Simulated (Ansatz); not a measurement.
# Run report: C₃H₁₂O₄Si₂, geometry relaxation (part 2 of 2)

Continued. System: C₃H₁₂O₄Si₂. Method: RKS PBE/STO-3G (Ansatz 0.2.0). It belongs to a series of runs on one base structure; here: start relaxed.

Geometry of the input (Å):
```
Si 0.0000  0.0000  0.0000
O  0.0000  0.0000  1.6800
Si -1.3147  -0.4067  2.6436
H  -2.2390  -1.2403  1.8804
H  -0.8506  -1.1432  3.8157
H  -1.9987  0.8095  3.0733
O  1.5842  0.0000  -0.5594
C  2.3503  -1.1632  -0.8360
H  1.7187  -1.9052  -1.3675
H  3.2179  -0.8926  -1.4733
H  2.7141  -1.6023  0.1163
O  -0.7913  1.3709  -0.5594
C  -2.1512  1.4177  -0.9653
H  -2.7687  0.8215  -0.2614
H  -2.5023  2.4707  -0.9639
H  -2.2473  0.9975  -1.9882
O  -0.7913  -1.3709  -0.5594
C  -1.5365  -2.2685  0.2501
H  -1.2251  -2.1576  1.3097
H  -2.6187  -2.0400  0.1571
H  -1.3490  -3.3106  -0.0830
```

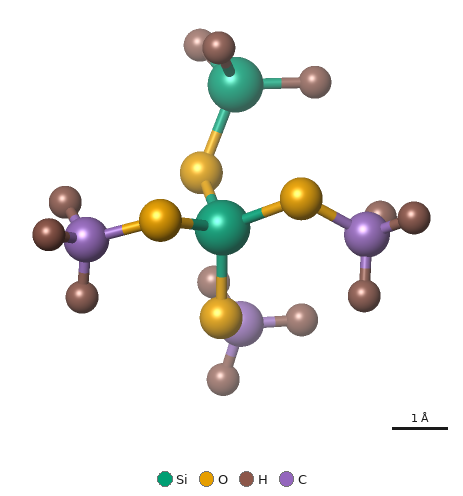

**Figure 1.** The geometry at step 22 of the log (ball-and-stick view, seen at a tilt).

## Trajectory as extended XYZ (Å, eV, eV/Å), 10 of the 38 frames kept, from step=1 to step=38
```
21
Properties=species:S:1:pos:R:3:forces:R:3 step=1 energy=-26893.76135
Si    0.0000    0.0000    0.0000   -1.0877  -1.4518   0.9580
O     0.0000    0.0000    1.6800    1.2080   0.1858   0.0572
Si   -1.3147   -0.4067    2.6436   -0.8439   0.7845   0.4590
H    -2.2390   -1.2403    1.8804   -0.9580   1.3214   1.6174
H    -0.8506   -1.1432    3.8157    0.0925   0.0257  -0.0360
H    -1.9987    0.8095    3.0733   -0.0249   0.0857   0.2085
O     1.5842    0.0000   -0.5594   -0.0569   2.9076  -0.1794
C     2.3503   -1.1632   -0.8360   -0.9930  -0.6055   0.3717
H     1.7187   -1.9052   -1.3675    0.2239  -0.7011  -0.2352
H     3.2179   -0.8926   -1.4733    0.1729   0.0973  -0.1051
H     2.7141   -1.6023    0.1163    0.4447  -0.5700   0.1409
O    -0.7913    1.3709   -0.5594    2.2448   1.7361   0.0771
C    -2.1512    1.4177   -0.9653    0.1638  -1.1263   0.2548
H    -2.7687    0.8215   -0.2614   -0.8678  -0.0637  -0.0802
H    -2.5023    2.4707   -0.9639   -0.0661   0.2256  -0.0089
H    -2.2473    0.9975   -1.9882   -0.6003  -0.0778  -0.4269
O    -0.7913   -1.3709   -0.5594    0.4092  -0.1930  -2.2582
C    -1.5365   -2.2685    0.2501    1.1544  -0.4143  -0.2540
H    -1.2251   -2.1576    1.3097    0.0328  -1.4634  -0.6272
H    -2.6187   -2.0400    0.1571   -0.5481  -0.2948   0.2735
H    -1.3490   -3.3106   -0.0830   -0.1003  -0.4079  -0.2069
21
Properties=species:S:1:pos:R:3:forces:R:3 step=5 energy=-26895.55727
Si   -0.0627   -0.0735    0.0279    0.0297   0.0362  -0.0730
O     0.0546   -0.2712    1.7047   -0.0138  -0.1974   0.1047
Si   -1.3275   -0.1682    2.7150   -0.0206   0.2342   0.2154
H    -2.5171   -0.7983    2.1392   -0.0094   0.0726   0.0398
H    -0.9517   -0.8968    3.9272   -0.0940   0.1106  -0.0737
H    -1.6783    1.2225    3.0762    0.1311  -0.3379  -0.1354
O     1.5505    0.1488   -0.5329    0.0619   0.0327  -0.0843
C     2.2368   -1.1337   -0.7496   -0.0521  -0.0197   0.0536
H     1.6160   -1.8879   -1.2982    0.0124   0.0278   0.0099
H     3.1435   -0.9250   -1.3648   -0.0308   0.0098   0.0255
H     2.5840   -1.6142    0.2031   -0.0182   0.0239  -0.0136
O    -0.7636    1.4548   -0.3761   -0.0601   0.0755   0.0247
C    -2.1474    1.3362   -0.8498   -0.0646   0.0308  -0.1693
H    -2.8452    0.8356   -0.1282    0.0147   0.0198  -0.0171
H    -2.5270    2.3764   -1.0068    0.0543  -0.1230   0.0233
H    -2.2406    0.7964   -1.8315   -0.0010   0.0322   0.1481
O    -0.7711   -1.3887   -0.8561   -0.0146  -0.0929   0.0092
C    -1.4008   -2.4251   -0.0274    0.0064  -0.1320   0.0086
H    -0.9305   -2.5814    0.9827   -0.0595   0.0496  -0.2171
H    -2.4950   -2.2237    0.1387    0.1447  -0.0394   0.0232
H    -1.3262   -3.3964   -0.5838   -0.0165   0.1866   0.0975
21
Properties=species:S:1:pos:R:3:forces:R:3 step=9 energy=-26895.67457
Si   -0.0904   -0.1727    0.0192   -0.0153  -0.0989  -0.0087
O    -0.0137   -0.7171    1.6353   -0.1498   0.1122   0.1261
Si   -1.1855   -0.0754    2.7307   -0.0163   0.0080  -0.1188
H    -2.5543   -0.4682    2.3670    0.1271   0.0521   0.0157
H    -0.8690   -0.6603    4.0262    0.0195  -0.0098  -0.0090
H    -1.1517    1.3858    2.8451    0.0224  -0.1029  -0.0100
O     1.5041    0.2020   -0.5207    0.0352  -0.0777  -0.0607
C     2.3038   -1.0359   -0.6059    0.0305   0.0531   0.0074
H     1.7987   -1.8555   -1.1789    0.0162   0.0314   0.0232
H     3.2506   -0.7829   -1.1404   -0.0712   0.0098   0.0482
H     2.5852   -1.4465    0.3991   -0.0203   0.0053  -0.0341
O    -0.9021    1.3464   -0.1703   -0.0416  -0.0130   0.0190
C    -2.2398    1.1732   -0.7621   -0.0101  -0.0165  -0.0138
H    -3.0044    0.8073   -0.0254    0.0473   0.0207  -0.0351
H    -2.5732    2.1785   -1.1117    0.0066  -0.0424   0.0075
H    -2.2622    0.4755   -1.6391    0.0051   0.0465   0.0643
O    -0.7155   -1.4159   -1.0265   -0.1831  -0.2574   0.1486
C    -1.5027   -2.4182   -0.2733   -0.0162   0.0218   0.0199
H    -0.9904   -2.7842    0.6612   -0.1502   0.1134  -0.2191
H    -2.5269   -2.0472    0.0243    0.2805  -0.0739  -0.0549
H    -1.6597   -3.3021   -0.9442    0.0839   0.2183   0.0843
21
Properties=species:S:1:pos:R:3:forces:R:3 step=13 energy=-26895.71668
Si   -0.1560   -0.2786   -0.0135    0.0265   0.0062  -0.0563
O    -0.0951   -0.8867    1.5793   -0.1344   0.1235   0.1199
Si   -0.9741    0.0380    2.7487   -0.1240   0.0939  -0.0790
H    -2.4193    0.0984    2.4537    0.2986   0.0345   0.0282
H    -0.8101   -0.7040    3.9935    0.0356   0.0547  -0.0176
H    -0.4647    1.4107    2.9313   -0.1024  -0.2994  -0.0427
O     1.4115    0.2025   -0.5499    0.0183  -0.0342  -0.0131
C     2.3382   -0.9417   -0.4722    0.0316   0.0043  -0.0438
H     2.0330   -1.8069   -1.1189    0.0309   0.0663   0.0611
H     3.3321   -0.5837   -0.8348   -0.0953  -0.0277   0.0329
H     2.4784   -1.3297    0.5703   -0.0010  -0.0024  -0.0397
O    -1.0395    1.2110   -0.0868   -0.0074  -0.0194   0.0256
C    -2.3438    1.0373   -0.7466    0.0053  -0.0157   0.0080
H    -3.1292    0.6397   -0.0508    0.0103   0.0082  -0.0179
H    -2.6810    2.0442   -1.0855   -0.0034  -0.0081   0.0019
H    -2.3154    0.3630   -1.6394   -0.0015   0.0217   0.0147
O    -0.7163   -1.5023   -1.1101   -0.0210  -0.0380   0.0511
C    -1.6230   -2.4492   -0.4371   -0.0084   0.0176   0.0394
H    -1.2328   -2.8240    0.5448   -0.0333   0.0332  -0.0685
H    -2.6467   -2.0262   -0.2510    0.0724  -0.0314  -0.0142
H    -1.7456   -3.3250   -1.1157    0.0029   0.0121   0.0100
21
Properties=species:S:1:pos:R:3:forces:R:3 step=17 energy=-26895.73006
Si   -0.2069   -0.3175   -0.0159   -0.0025   0.0730  -0.0486
O    -0.2920   -0.9564    1.5623   -0.0090  -0.0062  -0.0237
Si   -0.9081    0.1085    2.7665    0.0118   0.0219   0.0076
H    -2.3320    0.3899    2.5827    0.0007   0.0053  -0.0060
H    -0.7399   -0.6101    4.0220    0.0012  -0.0018   0.0095
H    -0.1914    1.3804    2.8482    0.0010  -0.0039   0.0045
O     1.3802    0.2081   -0.4351    0.0501  -0.0588   0.0020
C     2.3191   -0.9258   -0.3894    0.0055   0.0292   0.0079
H     2.0404   -1.7633   -1.0784    0.0083  -0.0006   0.0048
H     3.3124   -0.5383   -0.7124    0.0021  -0.0100  -0.0014
H     2.4453   -1.3604    0.6357   -0.0058  -0.0033  -0.0024
O    -1.0532    1.1871   -0.1609   -0.0550   0.0054   0.0411
C    -2.3938    1.0119   -0.7380    0.0162   0.0063   0.0058
H    -3.1339    0.5740   -0.0187   -0.0013  -0.0222   0.0177
H    -2.7658    2.0255   -1.0117   -0.0099   0.0211  -0.0077
H    -2.4129    0.3830   -1.6630    0.0069  -0.0137  -0.0058
O    -0.6686   -1.5453   -1.1478   -0.0127  -0.0208   0.0255
C    -1.6052   -2.5063   -0.5416    0.0027  -0.0188  -0.0144
H    -1.2468   -2.9319    0.4291   -0.0043   0.0095  -0.0050
H    -2.6254   -2.0795   -0.3603   -0.0034  -0.0082  -0.0119
H    -1.7207   -3.3468   -1.2639   -0.0027  -0.0033   0.0006
21
Properties=species:S:1:pos:R:3:forces:R:3 step=22 energy=-26895.73944
Si   -0.2535   -0.3276   -0.0595    0.0072  -0.0007   0.0150
O    -0.4208   -0.9864    1.5074   -0.0284   0.0755   0.0287
Si   -0.7701    0.1655    2.7459   -0.0128  -0.0300  -0.0425
H    -2.1475    0.6594    2.6669    0.0676   0.0006  -0.0116
H    -0.6245   -0.5702    3.9947    0.0171   0.0051   0.0024
H     0.1426    1.3115    2.7558   -0.0508  -0.0496   0.0009
O     1.3514    0.2084   -0.3997    0.0054  -0.0098   0.0025
C     2.2965   -0.9130   -0.2640    0.0060   0.0091   0.0052
H     2.0875   -1.7599   -0.9666    0.0034   0.0058   0.0084
H     3.3098   -0.5167   -0.5058   -0.0182  -0.0062   0.0038
H     2.3399   -1.3391    0.7719   -0.0007   0.0038  -0.0171
O    -1.1024    1.1754   -0.2247   -0.0499  -0.0134  -0.0271
C    -2.4784    0.9657   -0.7037    0.0179   0.0085   0.0229
H    -3.1403    0.4495    0.0413    0.0226   0.0151  -0.0276
H    -2.9164    1.9744   -0.8882    0.0150  -0.0250   0.0054
H    -2.5394    0.3911   -1.6631   -0.0028   0.0084   0.0232
O    -0.6417   -1.5656   -1.2057   -0.0222  -0.0162   0.0165
C    -1.6211   -2.5245   -0.6676   -0.0865  -0.0428   0.0617
H    -1.4051   -2.8482    0.3850   -0.0200   0.0440  -0.1260
H    -2.6760   -2.1347   -0.6879    0.1343  -0.0469  -0.0024
H    -1.5895   -3.4282   -1.3232   -0.0041   0.0645   0.0575
21
Properties=species:S:1:pos:R:3:forces:R:3 step=26 energy=-26895.74394
Si   -0.2713   -0.3189   -0.0927    0.0031  -0.0036   0.0023
O    -0.4917   -0.9849    1.4636   -0.0102   0.0170   0.0122
Si   -0.7348    0.1503    2.7365    0.0047   0.0100   0.0001
H    -2.0663    0.7571    2.6842    0.0319  -0.0129   0.0012
H    -0.6246   -0.6242    3.9657   -0.0104   0.0003  -0.0063
H     0.2615    1.2217    2.7609   -0.0178  -0.0149  -0.0091
O     1.3419    0.2174   -0.3881   -0.0028   0.0055   0.0014
C     2.2835   -0.9034   -0.2326    0.0029  -0.0037   0.0002
H     2.0920   -1.7489   -0.9413   -0.0002   0.0000   0.0005
H     3.3016   -0.5062   -0.4491   -0.0016   0.0007   0.0002
H     2.3029   -1.3323    0.8025    0.0002   0.0007  -0.0008
O    -1.1040    1.1859   -0.3057   -0.0233  -0.0058  -0.0145
C    -2.5073    0.9697   -0.6908    0.0158  -0.0045   0.0099
H    -3.1257    0.4855    0.1097    0.0048   0.0029  -0.0068
H    -2.9495    1.9739   -0.8847    0.0005   0.0019   0.0007
H    -2.6309    0.3626   -1.6233    0.0022   0.0030   0.0062
O    -0.6353   -1.5698   -1.2318   -0.0005   0.0139   0.0001
C    -1.6119   -2.5299   -0.6898   -0.0368  -0.0460   0.0209
H    -1.4947   -2.7095    0.4095   -0.0089   0.0051  -0.0592
H    -2.6727   -2.2103   -0.8701    0.0592  -0.0178   0.0081
H    -1.4618   -3.4991   -1.2232   -0.0128   0.0481   0.0326
21
Properties=species:S:1:pos:R:3:forces:R:3 step=30 energy=-26895.74529
Si   -0.2933   -0.3124   -0.1084    0.0012   0.0026   0.0090
O    -0.5676   -0.9787    1.4402   -0.0024   0.0242   0.0095
Si   -0.6976    0.1521    2.7332    0.0031   0.0147  -0.0128
H    -1.9659    0.8826    2.6967    0.0283  -0.0174   0.0042
H    -0.6547   -0.6490    3.9496   -0.0041   0.0090  -0.0080
H     0.3942    1.1268    2.7618   -0.0242  -0.0253   0.0004
O     1.3261    0.2289   -0.3598   -0.0032  -0.0018   0.0015
C     2.2649   -0.8941   -0.2016   -0.0017   0.0025  -0.0012
H     2.0799   -1.7353   -0.9170   -0.0001   0.0001   0.0002
H     3.2854   -0.4963   -0.4050   -0.0001   0.0000   0.0000
H     2.2736   -1.3290    0.8311    0.0002   0.0001   0.0001
O    -1.1170    1.1906   -0.3635   -0.0110  -0.0093  -0.0063
C    -2.5351    0.9685   -0.6852    0.0112   0.0007   0.0033
H    -3.1211    0.5010    0.1486    0.0017   0.0020  -0.0021
H    -2.9844    1.9691   -0.8817    0.0002  -0.0010  -0.0001
H    -2.6965    0.3429   -1.5997   -0.0001   0.0014   0.0025
O    -0.6295   -1.5674   -1.2501   -0.0070  -0.0082   0.0036
C    -1.5952   -2.5442   -0.7151    0.0012  -0.0005  -0.0017
H    -1.5325   -2.6642    0.3953   -0.0034  -0.0029  -0.0145
H    -2.6529   -2.2746   -0.9706    0.0143  -0.0039   0.0066
H    -1.3801   -3.5306   -1.1894   -0.0041   0.0132   0.0058
21
Properties=species:S:1:pos:R:3:forces:R:3 step=34 energy=-26895.74618
Si   -0.3125   -0.3072   -0.1120   -0.0067  -0.0053   0.0058
O    -0.6292   -0.9646    1.4323    0.0012   0.0286   0.0076
Si   -0.6710    0.1610    2.7359   -0.0055   0.0024  -0.0077
H    -1.8621    1.0110    2.6913    0.0258  -0.0160  -0.0004
H    -0.7236   -0.6520    3.9441    0.0042   0.0095  -0.0119
H     0.5091    1.0253    2.7887   -0.0233  -0.0196   0.0001
O     1.3095    0.2413   -0.3305   -0.0029   0.0023  -0.0016
C     2.2490   -0.8815   -0.1789    0.0014  -0.0018   0.0011
H     2.0644   -1.7195   -0.8982   -0.0001   0.0004   0.0005
H     3.2692   -0.4819   -0.3805   -0.0003   0.0004   0.0002
H     2.2591   -1.3215    0.8518   -0.0003   0.0003   0.0000
O    -1.1323    1.1892   -0.4116    0.0051  -0.0055  -0.0031
C    -2.5585    0.9631   -0.6889   -0.0044  -0.0030   0.0030
H    -3.1249    0.5277    0.1754    0.0022   0.0020  -0.0058
H    -3.0086    1.9584   -0.9090   -0.0003  -0.0037   0.0011
H    -2.7463    0.3070   -1.5769    0.0014   0.0045   0.0037
O    -0.6174   -1.5701   -1.2544    0.0085   0.0070   0.0060
C    -1.5742   -2.5616   -0.7341   -0.0028  -0.0007   0.0045
H    -1.4939   -2.7216    0.3695    0.0033   0.0010   0.0041
H    -2.6366   -2.2855   -0.9589   -0.0079   0.0027  -0.0024
H    -1.3684   -3.5304   -1.2458    0.0016  -0.0055  -0.0048
21
Properties=species:S:1:pos:R:3:forces:R:3 step=38 energy=-26895.74660
Si   -0.3238   -0.3052   -0.1185    0.0024   0.0012  -0.0009
O    -0.6639   -0.9521    1.4242   -0.0024   0.0057   0.0045
Si   -0.6467    0.1636    2.7353    0.0030   0.0095  -0.0005
H    -1.7787    1.0895    2.6869    0.0112  -0.0097   0.0013
H    -0.7595   -0.6526    3.9366   -0.0015   0.0030  -0.0045
H     0.5857    0.9491    2.8042   -0.0116  -0.0080  -0.0016
O     1.2981    0.2504   -0.3211   -0.0008  -0.0007  -0.0007
C     2.2414   -0.8674   -0.1562   -0.0010   0.0007   0.0003
H     2.0639   -1.7117   -0.8697    0.0003   0.0003   0.0004
H     3.2610   -0.4651   -0.3555   -0.0001   0.0001   0.0001
H     2.2482   -1.2992    0.8781    0.0000   0.0002  -0.0004
O    -1.1447    1.1840   -0.4480   -0.0042  -0.0027  -0.0002
C    -2.5753    0.9526   -0.6971    0.0037   0.0001   0.0021
H    -3.1248    0.5180    0.1782    0.0006   0.0004  -0.0010
H    -3.0329    1.9455   -0.9125    0.0003   0.0000   0.0002
H    -2.7771    0.2935   -1.5797   -0.0002   0.0002   0.0003
O    -0.6061   -1.5791   -1.2545   -0.0017  -0.0005   0.0013
C    -1.5703   -2.5682   -0.7446   -0.0024  -0.0080   0.0024
H    -1.4717   -2.7642    0.3520   -0.0014   0.0023  -0.0080
H    -2.6335   -2.2709   -0.9388    0.0071  -0.0010   0.0004
H    -1.3888   -3.5239   -1.2897   -0.0015   0.0070   0.0043
```

## Summary

- outcome: converged
- total energy: −26895.7466 eV
- mean-field energy: −26895.7466 eV
- largest force (length of the vector) at the end: 0.015 eV/Å
- hardware: 1 thread of Arm Neoverse N1, 24 GiB of memory available, shared host
- wall time: 8 min
- peak memory: 0.16 GiB
